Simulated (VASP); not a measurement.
Band structure of Pb (fcc). Computed with MS2 meta-GGA, VASP's PBE PAW potentials (set 64) (plane waves; VASP).

Unless said otherwise, spin-orbit coupling is left out, though it shifts the bands of the heavy elements here.

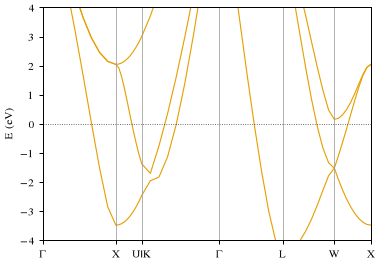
*Bands along high-symmetry lines, zero at the valence-band maximum or, without a gap, the Fermi level*

Question: Read the plot: is there a gap, and where are the band edges?

Answer: It has no gap at this level: it comes out as a metal or semimetal.

The compound is Pb in the fcc structure. It was relaxed first.
